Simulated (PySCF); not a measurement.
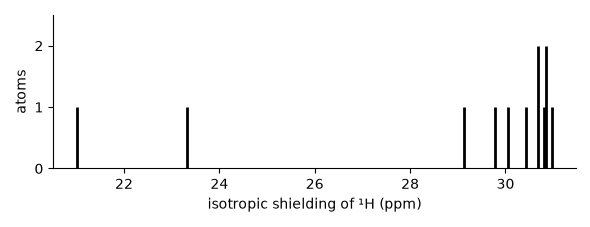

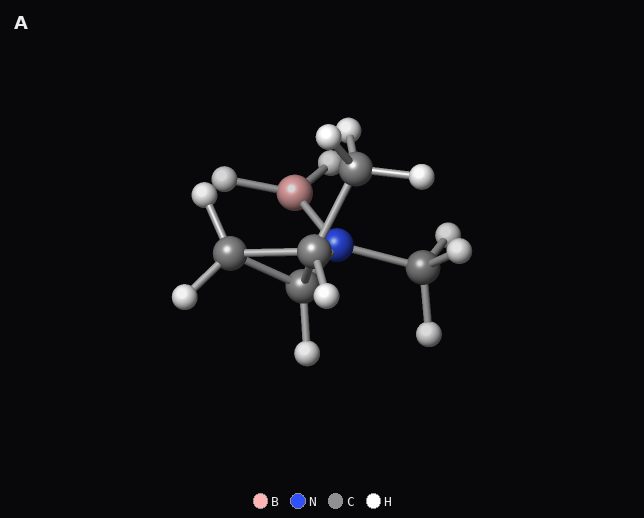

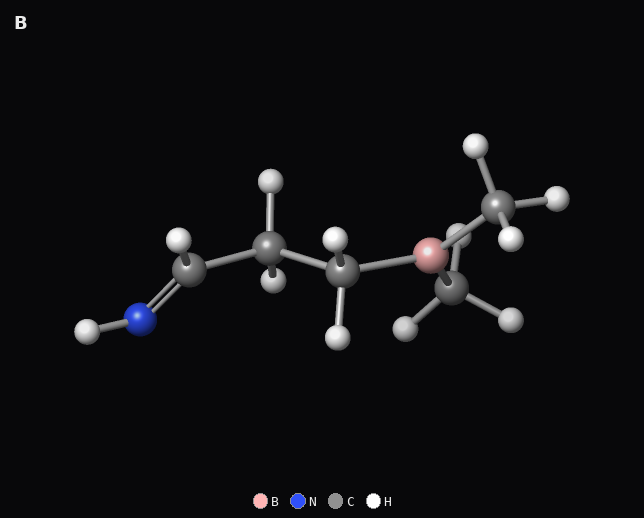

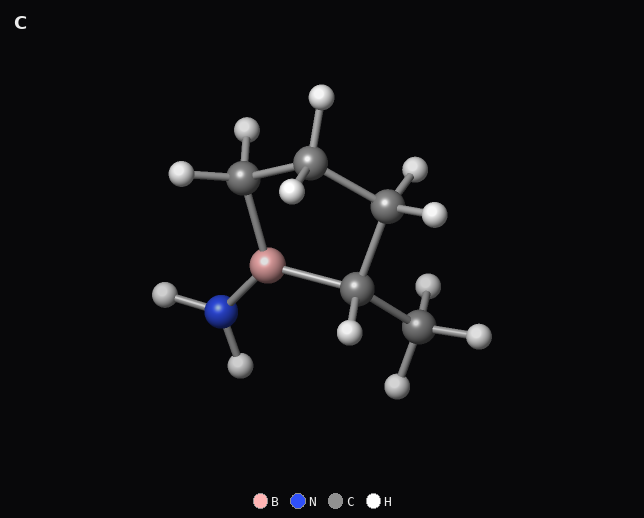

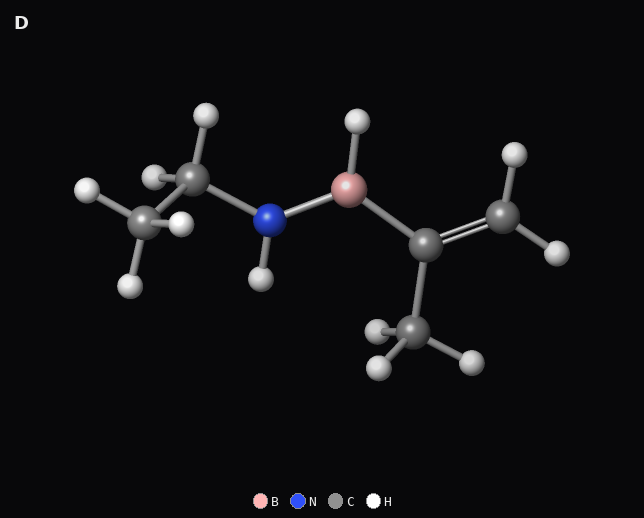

The sticks are computed shieldings of one of the molecules, for one fixed geometry (GFN2-xTB) without averaging over rotations. Low shielding means a high chemical shift. Method: GIAO PBE0/pcSseg-1 NMR shielding, non-relativistic, gas phase (PySCF 2.14.0).

### Match the spectrum to a structure.

B, `[H]/N=C/CCB(C)C`. Its 12 H atoms give lines at 21.01, 23.32, 29.13, 29.78, 30.05, 30.43, 30.69 (2 atoms), 30.80, 30.85 (2 atoms), 30.98 ppm.

The geometry is semi-empirical. Around B such bond lengths and angles can be off by a tenth of an ångström or more and by several degrees, and values that hang on the shape move with them.
